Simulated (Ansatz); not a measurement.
# Alloy of ZnO and CdO (9 of 48 Zn sites exchanged), 96 atoms

Wanted: the relaxed alloy cell and its gap (PBEsol and HSE06).

Method: density functional theory in Ansatz 0.2.0, PAW datasets, plane waves.

### 1 The starting cell

96 atoms (39 Zn, 9 Cd, 48 O); a = 9.914 Å, b = 11.448 Å, c = 10.598 Å, α = 90.00°, β = 90.00°, γ = 90.00°. All atoms were shaken off their sites by about 0.02 Å along each axis; atoms next to an added one may be pushed further to make room.

Steps to follow: (2) PBEsol cell relaxation at the single k point (¼, ¼, ¼), on 1 × NVIDIA H100 80GB HBM3 with 4 threads of AMD EPYC 7R13; (3) HSE06 single point at the single k point (¼, ¼, ¼), on 1 × NVIDIA H100 80GB HBM3 with 4 threads of AMD EPYC 7R13.

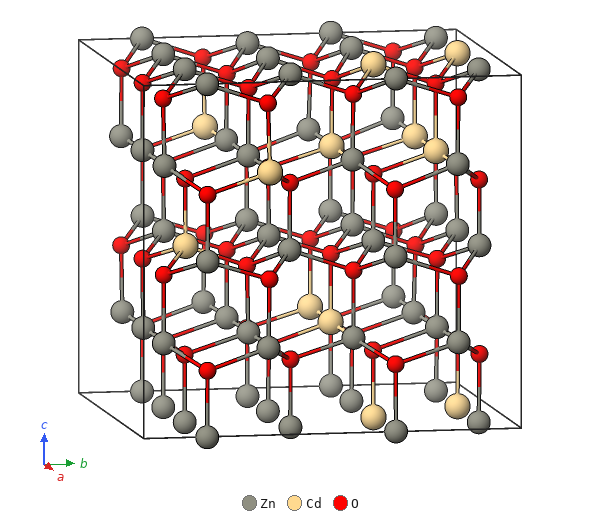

Start, viewed slightly off an axis; zinc grey, cadmium orange, oxygen red. Atoms on faces are repeated.

### 2 Relaxing cell and atoms with PBEsol

in.yaml

```yaml
crystal:
  lattice:
    - [9.913856, 0.000000, 0.000000]
    - [0.000000, 11.447535, 0.000000]
    - [0.000000, 0.000000, 10.598424]
  atoms:
    - { symbol: Zn, position: [0.169892, 0.086426, 0.248713] }
    - { symbol: Zn, position: [0.167193, 0.083587, 0.746471] }
    - { symbol: Zn, position: [0.997557, 0.330730, 0.247072] }
    - { symbol: Zn, position: [0.498663, 0.085124, 0.246122] }
    - { symbol: Zn, position: [0.499444, 0.082920, 0.749867] }
    - { symbol: Zn, position: [0.330832, 0.334652, 0.246045] }
    - { symbol: Zn, position: [0.330283, 0.333991, 0.749353] }
    - { symbol: Zn, position: [0.164879, 0.579997, 0.750363] }
    - { symbol: Zn, position: [0.997948, 0.834058, 0.247677] }
    - { symbol: Zn, position: [0.999767, 0.831594, 0.753098] }
    - { symbol: Zn, position: [0.832817, 0.081775, 0.245610] }
    - { symbol: Zn, position: [0.833579, 0.083630, 0.748464] }
    - { symbol: Zn, position: [0.664209, 0.334859, 0.247229] }
    - { symbol: Zn, position: [0.666093, 0.334257, 0.748778] }
    - { symbol: Zn, position: [0.330498, 0.829866, 0.245762] }
    - { symbol: Zn, position: [0.830853, 0.584530, 0.246031] }
    - { symbol: Zn, position: [0.833455, 0.581568, 0.751185] }
    - { symbol: Zn, position: [0.666741, 0.833755, 0.247771] }
    - { symbol: Zn, position: [0.001563, 0.169094, 0.496584] }
    - { symbol: Zn, position: [0.003366, 0.167380, 0.999315] }
    - { symbol: Zn, position: [0.334261, 0.167818, 0.497093] }
    - { symbol: Zn, position: [0.339305, 0.165606, 0.998508] }
    - { symbol: Zn, position: [0.163166, 0.417272, 0.498604] }
    - { symbol: Zn, position: [0.167064, 0.418387, 0.000060] }
    - { symbol: Zn, position: [0.001657, 0.666525, 0.496127] }
    - { symbol: Zn, position: [0.003717, 0.667516, 0.000791] }
    - { symbol: Zn, position: [0.669235, 0.165407, 0.998599] }
    - { symbol: Zn, position: [0.498423, 0.417457, 0.498245] }
    - { symbol: Zn, position: [0.502094, 0.414553, 0.000869] }
    - { symbol: Zn, position: [0.336395, 0.667210, 0.500023] }
    - { symbol: Zn, position: [0.331297, 0.665292, 0.000179] }
    - { symbol: Zn, position: [0.164931, 0.918310, 0.501062] }
    - { symbol: Zn, position: [0.162977, 0.918257, 0.999743] }
    - { symbol: Zn, position: [0.832281, 0.415039, 0.500600] }
    - { symbol: Zn, position: [0.835313, 0.416754, 0.998669] }
    - { symbol: Zn, position: [0.667647, 0.665173, 0.497912] }
    - { symbol: Zn, position: [0.497677, 0.916913, 0.497777] }
    - { symbol: Zn, position: [0.835371, 0.917288, 0.498924] }
    - { symbol: Zn, position: [0.836875, 0.915295, 0.997704] }
    - { symbol: Cd, position: [0.000931, 0.334201, 0.744157] }
    - { symbol: Cd, position: [0.169316, 0.583742, 0.248286] }
    - { symbol: Cd, position: [0.499497, 0.581194, 0.248351] }
    - { symbol: Cd, position: [0.497247, 0.584057, 0.746252] }
    - { symbol: Cd, position: [0.333670, 0.832708, 0.745526] }
    - { symbol: Cd, position: [0.663472, 0.831903, 0.746518] }
    - { symbol: Cd, position: [0.668711, 0.167944, 0.498283] }
    - { symbol: Cd, position: [0.668388, 0.665466, 0.997872] }
    - { symbol: Cd, position: [0.498583, 0.917235, 0.999462] }
    - { symbol: O, position: [0.000925, 0.168614, 0.187456] }
    - { symbol: O, position: [0.999729, 0.169060, 0.685904] }
    - { symbol: O, position: [0.335722, 0.166770, 0.188148] }
    - { symbol: O, position: [0.331837, 0.166643, 0.689183] }
    - { symbol: O, position: [0.168978, 0.416512, 0.192987] }
    - { symbol: O, position: [0.168827, 0.415395, 0.687515] }
    - { symbol: O, position: [0.001491, 0.666741, 0.191166] }
    - { symbol: O, position: [0.000650, 0.665325, 0.686390] }
    - { symbol: O, position: [0.664332, 0.165984, 0.189397] }
    - { symbol: O, position: [0.668498, 0.166649, 0.688653] }
    - { symbol: O, position: [0.498707, 0.418073, 0.188857] }
    - { symbol: O, position: [0.499389, 0.416169, 0.690818] }
    - { symbol: O, position: [0.332445, 0.666996, 0.189232] }
    - { symbol: O, position: [0.332833, 0.668506, 0.691234] }
    - { symbol: O, position: [0.168354, 0.920671, 0.187002] }
    - { symbol: O, position: [0.163528, 0.917184, 0.687896] }
    - { symbol: O, position: [0.831277, 0.417632, 0.190483] }
    - { symbol: O, position: [0.834033, 0.415947, 0.691230] }
    - { symbol: O, position: [0.667664, 0.664495, 0.187588] }
    - { symbol: O, position: [0.664986, 0.666139, 0.686973] }
    - { symbol: O, position: [0.498716, 0.918365, 0.189719] }
    - { symbol: O, position: [0.498295, 0.913408, 0.690378] }
    - { symbol: O, position: [0.830327, 0.918363, 0.190498] }
    - { symbol: O, position: [0.836927, 0.916198, 0.685586] }
    - { symbol: O, position: [0.165986, 0.083969, 0.437043] }
    - { symbol: O, position: [0.163908, 0.085629, 0.938067] }
    - { symbol: O, position: [0.001783, 0.332732, 0.441916] }
    - { symbol: O, position: [0.998504, 0.329141, 0.940218] }
    - { symbol: O, position: [0.500367, 0.082791, 0.442625] }
    - { symbol: O, position: [0.498001, 0.083517, 0.940403] }
    - { symbol: O, position: [0.333571, 0.334914, 0.438381] }
    - { symbol: O, position: [0.335091, 0.334713, 0.937413] }
    - { symbol: O, position: [0.165490, 0.584743, 0.439892] }
    - { symbol: O, position: [0.164507, 0.586662, 0.940955] }
    - { symbol: O, position: [0.998555, 0.834687, 0.435527] }
    - { symbol: O, position: [0.998294, 0.833040, 0.942219] }
    - { symbol: O, position: [0.831233, 0.081975, 0.439778] }
    - { symbol: O, position: [0.831362, 0.080031, 0.939354] }
    - { symbol: O, position: [0.667062, 0.330514, 0.437037] }
    - { symbol: O, position: [0.663979, 0.335461, 0.940166] }
    - { symbol: O, position: [0.500027, 0.581740, 0.441632] }
    - { symbol: O, position: [0.502518, 0.584810, 0.937062] }
    - { symbol: O, position: [0.332978, 0.834765, 0.437001] }
    - { symbol: O, position: [0.333175, 0.832421, 0.940516] }
    - { symbol: O, position: [0.833038, 0.584370, 0.437733] }
    - { symbol: O, position: [0.832522, 0.583682, 0.937233] }
    - { symbol: O, position: [0.667861, 0.834219, 0.441540] }
    - { symbol: O, position: [0.664183, 0.830843, 0.937624] }
  symmetry: { detect: false }
kpoints:
  mp_grid: { grid: [1, 1, 1], shift: [0.25, 0.25, 0.25] }
hamiltonian:
  xc: pbesol
scf:
  occupations: { method: fermi_dirac, width: 0.01 }
relax:
  f_tol: 0.03
  max_steps: 80
  escape_saddle: false
  adjacent_minimum: "off"
  cell: { fix: [alpha, beta, gamma] }
output:
  forces: true
  eigenvalues: true
  populations: true
```

Launch:

```bash
> ansatz run in.yaml --threads 4 --pin off --max-ram 42750MiB --runs-dir r --events-out ev --progress --plain --backend cuda --devices 0, --max-vram 37GiB
```

Log:

```text
Pseudopotentials: kind: paw
Functional definition: PBEsol
  exchange = pbesol_x
  correlation = pbesol_c
Crystal: 96 atoms, lattice volume = 1202.807 Å³
Basis set: ecut = 420 eV, 23497 PW (Γ), exchange–correlation on 144×160×144 points (8 copies of the dense FFT grid, shifted against one another)
Bands: 564, of which v1, the nominal top of the filled ones, is band 468 counted from 1 (467 counted from 0)
Symmetry: 1 space group operations
k-points: 1
Non-local potential: Zn, projectors of the file, l = 0: 2, l = 1: 2, l = 2: 3, l = 3: 1
Non-local potential: Cd, projectors of the file, l = 0: 3, l = 1: 2, l = 2: 2, l = 3: 1
Non-local potential: O, projectors of the file, l = 0: 2, l = 1: 2, l = 2: 1
PAW form: soft (Blöchl's): semilocal exchange-correlation on the pseudo side does not see the compensation charge
PAW frozen core: Zn, regenerated for the run's functional, and the local potential with it (the file was generated under x = pbe(κ = 0.804, μ = 0.2195149727645171), c = pbe(β = 0.06672455060314922))
PAW frozen core: Cd, regenerated for the run's functional, and the local potential with it (the file was generated under x = pbe(κ = 0.804, μ = 0.2195149727645171), c = pbe(β = 0.06672455060314922))
PAW frozen core: O, regenerated for the run's functional, and the local potential with it (the file was generated under x = pbe(κ = 0.804, μ = 0.2195149727645171), c = pbe(β = 0.06672455060314922))
PAW one-centre angular grid: Zn, 590 points (default); XC on 64 Gauss nodes
PAW one-centre angular grid: Cd, 590 points (default); XC on 64 Gauss nodes
PAW one-centre angular grid: O, 110 points (default); XC on 64 Gauss nodes
Initial density: superposition of atomic densities (neutral atoms: chi_scale 0, normalization atom), corrected by the library's trained network
Initial wavefunctions: pseudopotential atomic-orbital guess
Functional: x = pbesol(κ = 0.804, μ = 0.12345679012345678), c = pbesol(β = 0.046)
SCF iter   1: F=—  HF=-228533.338692 eV  |F-HF|=—  |Δ(HF+E_count)|=         —  Δρ=1.52e-2  dr2=2.30e0  ethr=1.77e-3  ⟨swp⟩=6.0  Hψ=1976  notcnv=0  defer=1
preconditioner: auto → Resta (q_TF=auto, 2.617 Å⁻¹)  ε∞=7.5  [insulator: Δε(μ)=1.290 eV  Ē_g=12.369 eV  σ=0.010 eV  W_gap=1.00  n_scr=376 (ndim 8)  ℏωp=31.5 eV  f_vac=0.049  D(μ)=0.00/eV (n_scr^D=0)  ε∞_Penn≈7.5]
SCF iter   2: F=—  HF=-228532.757045 eV  |F-HF|=—  |Δ(HF+E_count)|=   5.82e-1  Δρ=2.37e-3  dr2=3.61e-2  ethr=2.46e-4  ⟨swp⟩=3.0  Hψ=1057  notcnv=0  defer=92
SCF iter   3: F=—  HF=-228532.760618 eV  |F-HF|=—  |Δ(HF+E_count)|=   3.57e-3  Δρ=1.15e-3  dr2=1.34e-2  ethr=3.86e-6  ⟨swp⟩=2.0  Hψ=864  notcnv=0  defer=92
SCF iter   4: F=—  HF=-228532.767409 eV  |F-HF|=—  |Δ(HF+E_count)|=   6.79e-3  Δρ=7.89e-4  dr2=6.49e-3  ethr=1.43e-6  ⟨swp⟩=2.0  Hψ=861  notcnv=0  defer=92
SCF iter   5: F=—  HF=-228532.772145 eV  |F-HF|=—  |Δ(HF+E_count)|=   4.74e-3  Δρ=1.89e-4  dr2=5.10e-4  ethr=6.94e-7  ⟨swp⟩=2.0  Hψ=903  notcnv=0  defer=92
SCF iter   6: F=—  HF=-228532.754597 eV  |F-HF|=—  |Δ(HF+E_count)|=   1.75e-2  Δρ=6.78e-5  dr2=7.21e-5  ethr=5.45e-8  ⟨swp⟩=2.0  Hψ=931  notcnv=0  defer=92
SCF iter   7: F=—  HF=-228532.764202 eV  |F-HF|=—  |Δ(HF+E_count)|=   9.61e-3  Δρ=3.92e-5  dr2=1.32e-5  ethr=7.70e-9  ⟨swp⟩=2.0  Hψ=879  notcnv=0  defer=92
SCF iter   8: F=—  HF=-228532.764200 eV  |F-HF|=—  |Δ(HF+E_count)|=   1.53e-6  Δρ=1.22e-5  dr2=1.37e-6  ethr=1.41e-9  ⟨swp⟩=2.0  Hψ=904  notcnv=0  defer=92
SCF iter   9: F=—  HF=-228532.764203 eV  |F-HF|=—  |Δ(HF+E_count)|=   2.04e-6  Δρ=4.95e-6  dr2=3.15e-7  ethr=1.46e-10  ⟨swp⟩=2.0  Hψ=939  notcnv=0  defer=92
SCF iter  10: F=—  HF=-228532.764203 eV  |F-HF|=—  |Δ(HF+E_count)|=   1.95e-7  Δρ=4.76e-6  dr2=2.28e-7  ethr=1.07e-11  ⟨swp⟩=10.0  Hψ=2967  notcnv=0
SCF iter  11: F=-228532.764203 eV  HF=-228532.764203 eV  |F-HF|=4.60e-9  |Δ(HF+E_count)|=   5.36e-8  Δρ=9.03e-7  dr2=8.11e-9  ethr=1.07e-11  ⟨swp⟩=1.0  Hψ=1472  notcnv=0
SCF 1 converged in 11 iterations: F = -228532.764203 eV  dr2 = 8.11e-9
relax step   1: F+E_penalty+E_count = -228532.76420266 eV  Δ(F+E_penalty+E_count) = +0.000e0 eV  max|allowed force component| = 3.597e0 eV/Å  Δτ_max = 0.0000 Å  P = +2.779 GPa  Ω = 1202.807 Å³  fix = [alpha, beta, gamma]  reactions: alpha -0.047, beta +0.179, gamma +0.540 GPa/rad  (11 SCF iters, dr2 threshold 1.00e-7 eV, accepted)
[... 13 lines left out ...]
relax step   2: F+E_penalty+E_count = -228539.69818770 eV  Δ(F+E_penalty+E_count) = -6.934e0 eV  max|allowed force component| = 1.245e0 eV/Å  Δτ_max = 0.1733 Å  P = -1.191 GPa  Ω = 1215.340 Å³  energy of the carried Pulay correction = -5.277e-2 eV  fix = [alpha, beta, gamma]  reactions: alpha +0.021, beta +0.122, gamma +0.376 GPa/rad  (8 SCF iters, dr2 threshold 9.60e-6 eV, accepted)
[... 3 lines left out ...]
relax step   3: F+E_penalty+E_count = -228541.08806635 eV  Δ(F+E_penalty+E_count) = -1.390e0 eV  max|allowed force component| = 9.941e-2 eV/Å  Δτ_max = 0.1781 Å  P = -0.662 GPa  Ω = 1204.108 Å³  energy of the carried Pulay correction = -5.503e-3 eV  fix = [alpha, beta, gamma]  reactions: alpha +0.025, beta +0.013, gamma +0.050 GPa/rad  (8 SCF iters, dr2 threshold 9.60e-6 eV, accepted)
[... 12 lines left out ...]
relax step   4: F+E_penalty+E_count = -228541.13865151 eV  Δ(F+E_penalty+E_count) = -5.059e-2 eV  max|allowed force component| = 1.859e-2 eV/Å  Δτ_max = 0.0212 Å  P = +0.008 GPa  Ω = 1198.102 Å³  energy of the carried Pulay correction = +1.995e-2 eV  fix = [alpha, beta, gamma]  reactions: alpha +0.042, beta +0.021, gamma +0.062 GPa/rad  (8 SCF iters, dr2 threshold 1.14e-6 eV, accepted)
[... 11 lines left out ...]
relax step   5: F+E_penalty+E_count = -228541.12375957 eV  Δ(F+E_penalty+E_count) = +1.489e-2 eV  max|allowed force component| = 1.866e-2 eV/Å  Δτ_max = 0.0000 Å  P = -0.014 GPa  Ω = 1198.102 Å³  fix = [alpha, beta, gamma]  reactions: alpha +0.045, beta +0.016, gamma +0.061 GPa/rad  stress off target by 3.58e-2 GPa on what of the cell is left free  SCF on the basis re-selected at this cell (its en [...]
SCF converged after 7 iterations
Free energy (F): -228541.123760 eV
Harris-Foulkes:  -228541.123760 eV  (|F-HF|=4.07e-10)
Internal energy: -228541.123760 eV  (E = F + TS)
E sigma→0 (E₀):  -228541.123760 eV
Fermi energy:    8.389680 eV
--- Per-component energies (eV) ---
  E_band       = -2661.532814
  E_kinetic    = 18014.267899
  E_local      = -110398.497576  (includes V_loc(G=0)·N_el)
  E_nonlocal   = 26871.432191
  E_hartree    = 46806.299435
  E_xc         = -10319.022069
  E_vxc        = -8465.591341  (∫ρ·V_xc dr)
  E_paw        = -113448.826212  (= ΣΔE_a)
  E_vpaw       = -22295.845115  (= ΣTr[D̂ρ^β])
  E_aug_tail   = 0.102564  (compensation charges beyond the density's cutoff)
  E_ewald      = -86102.748291
  E_core_change = 35.868299  (= ΣΔE_core)
  E_smearing   = -0.000000  (= −TS)
  E_closure    = -0.000000  (closes the sum)
  Σ components = -228541.123760   (vs F -228541.123760, Δ=0.00e0)
--- Forces (eV/Å), atoms counted from 1 ---
  atom   1  Zn     0.00214987    -0.00887366     0.00242988
  atom   2  Zn    -0.00047487    -0.01244678    -0.01641419
[... 2 atoms left out ...]
  atom   5  Zn     0.00666143    -0.01704969    -0.01113864
[... 2 atoms left out ...]
  atom   8  Zn     0.01099214     0.01866115    -0.01179054
[... 1 atom left out ...]
  atom  10  Zn    -0.00252346     0.01295329    -0.01654546
[... 1 atom left out ...]
  atom  12  Zn    -0.00241050    -0.01350763    -0.01643431
[... 6 atoms left out ...]
  atom  19  Zn    -0.00847214    -0.01815205     0.00491594
[... 15 atoms left out ...]
  atom  35  Zn    -0.00885914     0.01796674    -0.01508002
[... 41 atoms left out ...]
  atom  77  O     -0.00826023     0.01757881    -0.00875845
[... 19 atoms left out ...]
  max |Σ_I F_I| component: 5.44e-6 eV/Å
--- Stress (GPa, compression-positive) ---
       -0.035759      -0.060557      -0.016452
       -0.060557      -0.021425      -0.045247
       -0.016452      -0.045247       0.014786
  P = ⅓ Tr σ = -0.0141 GPa (-0.141 kbar)
--- Band table (eV) ---
  k-point 0: bands = [... 456 lower levels ..., "7.1192", "7.1319", "7.1816", "7.1964", "7.3035", "7.3347", "7.3656", "7.3702", "7.4342", "7.4453", "7.5676", "7.6630", "9.1164", "10.1254", "10.3188", "10.4240", "11.0265", "11.1128", "11.2464", "11.5345", "11.7078", "11.7844", "12.0358", "12.1373", ... 84 higher levels ...]
--- Relaxed structure (4 steps of the walk, 4 accepted, 1 SCFs on fresh bases) ---
  F+E_penalty+E_count = -228541.12375957 eV   max|allowed force component| = 1.866e-2 eV/Å   (the final SCF, on the basis selected at the relaxed cell)
  cell:  # Å, volume = 1198.1024 Å³
    - [9.888622466411734, 6.284694071832946e-144, -8.286672092297095e-144]
    - [7.256939716655172e-144, 11.42576121472193, -7.696311749467271e-145]
    - [-8.858880377436564e-144, -7.125444487135083e-145, 10.60407964685907]
  atoms:
    - { symbol: Zn, position: [0.16555759115621949, 0.08304909210308009, 0.2485848772597545] }
    - { symbol: Zn, position: [0.1634253743440802, 0.08280560554891217, 0.7482667662848752] }
[... 94 atoms left out; the next input holds them all, rounded ...]
--- Löwdin populations: 96 sites ---
  site symbol       q [e]
     0     Zn     10.5818
     1     Zn     10.5811
[... 94 atoms left out ...]
  spilling = 0.009517 (of n_electrons = 936.000000)
```

It took 9.3 s on 1 × NVIDIA H100 80GB HBM3 with 4 threads of AMD EPYC 7R13, shared host; peak host memory 1.6 GiB.

Step by step (solves on a freshly chosen basis count as rows, and their energies jump a little):

| accepted step | energy change (eV) | largest force component (eV/Å) | SCF cycles | pressure (GPa) |
| --- | --- | --- | --- | --- |
| 1 | 0.000 | 3.597 | 11 | 2.78 |
| 2 | -6.934 | 1.245 | 8 | -1.19 |
| 3 | -8.324 | 0.099 | 8 | -0.66 |
| 4 | -8.374 | 0.019 | 8 | 0.01 |
| 5 | -8.360 | 0.019 | 7 | -0.01 |

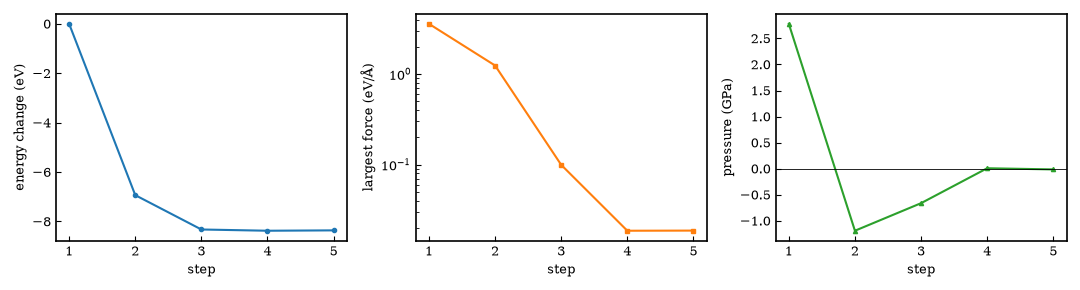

Energy, largest force component and pressure along the relaxation.

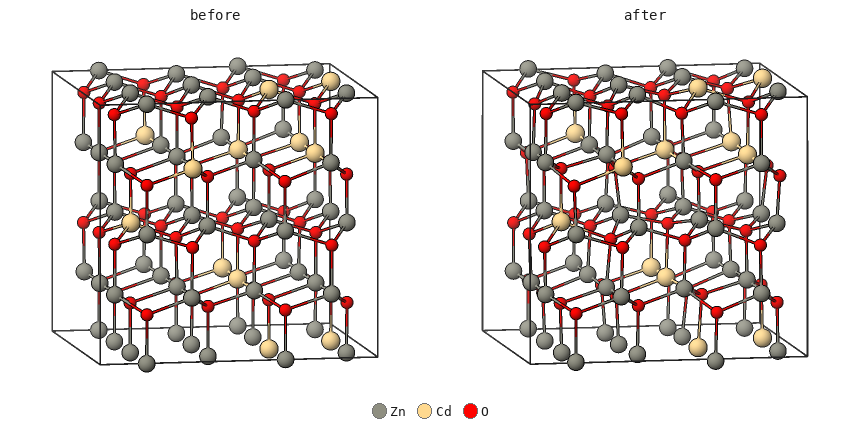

The cell before and after the relaxation.

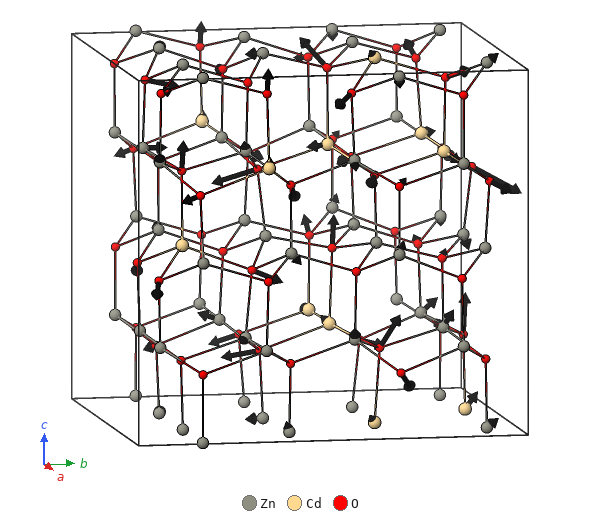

The relaxed cell; black arrows show the larger shifts of the atoms, drawn 5 times longer.

|  | before | after | change |
| --- | --- | --- | --- |
| a (Å) | 9.914 | 9.889 | -0.25 % |
| b (Å) | 11.448 | 11.426 | -0.19 % |
| c (Å) | 10.598 | 10.604 | +0.05 % |
| volume (Å³/atom) | 12.529 | 12.480 | -0.39 % |

Bonds in the relaxed cell, counted within a distance cut:

| pair | count | mean (Å) | spread (Å) | least | most |
| --- | --- | --- | --- | --- | --- |
| Cd–O | 36 | 2.167 | 0.015 | 2.141 | 2.208 |
| O–Zn | 156 | 1.978 | 0.014 | 1.939 | 2.012 |

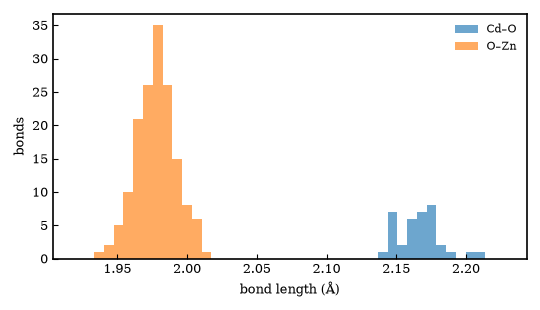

Spread of the bond lengths.

Top filled level 7.663 eV, lowest empty level 9.116 eV: 1.45 eV apart at the single k point (¼, ¼, ¼). This point lies off Γ, so the spacing can exceed the gap by much.

(Part 1 of 2 ends here.)
